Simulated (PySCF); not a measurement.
C₅H₁₀OSi₃ (SMILES C#C[Si](C#C)(O[SiH3])[SiH2]C)

```xyz
19

C    -0.9363    1.4281   -2.6338
C    -0.6883    1.0222   -1.5295
Si   -0.2903    0.3480    0.1609
C    -0.0494    1.8680    1.2084
C     0.1542    2.8334    1.8957
O    -1.6457   -0.3638    0.7327
Si   -2.9702   -1.2747    0.8621
Si    1.4065   -1.2187    0.2484
C     2.9993   -0.4796   -0.4742
H    -1.1601    1.7936   -3.5954
H     0.3163    3.6846    2.4935
H    -3.7698   -1.0864   -0.3469
H    -2.5150   -2.6610    0.9905
H    -3.6468   -0.7971    2.0641
H     1.6979   -1.6617    1.6242
H     1.0939   -2.4458   -0.5078
H     3.3207    0.3942    0.0862
H     2.8638   -0.1722   -1.5075
H     3.8095   -1.2019   -0.4497
```

Geometry: GFN2-xTB.

Theory: PBE0/pcSseg-1, SCF density, gas phase, non-relativistic (PySCF 2.14.0).

Predict the electron density and electron localisation function between the atoms.

C–C (1.20 Å): ρ is about 2.8 e/Å³ halfway; the ELF peaks at about 0.85 between the atoms: a short, multiple covalent bond.
Si–O (1.61 Å): ρ at the midpoint is about 1.1 e/Å³; the ELF peaks at about 0.85 between the atoms; a short, strongly polar bond.
C–Si (1.86 Å): ρ is about 0.92 e/Å³ halfway; the ELF peaks at about 0.95 between the atoms; localised, covalent bonding.
C–H (1.05 Å): ρ at the midpoint is about 2.1 e/Å³; the ELF climbs to about 1 towards the hydrogen, as it does in any bond to H; a covalent bond by its length.

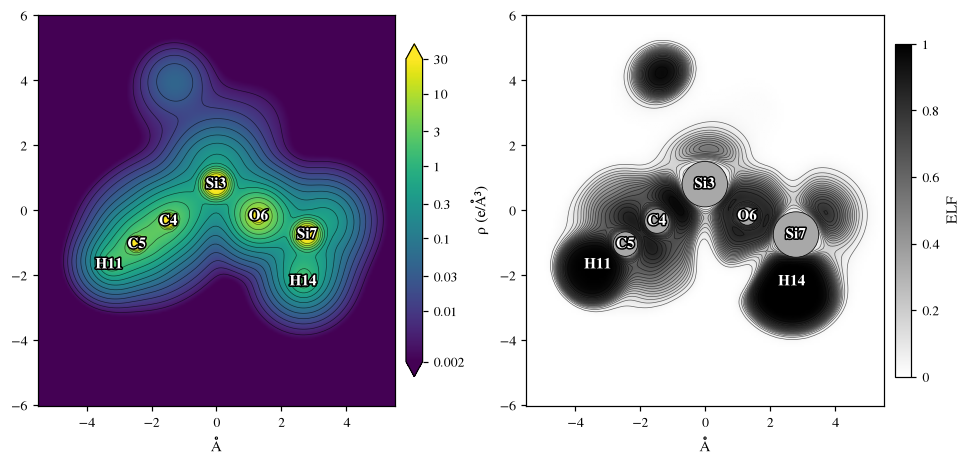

Computed electron density and electron localisation function on the plane of atoms C4, Si3 and O6, in this order. Grey discs cover the atomic cores in the ELF map. 
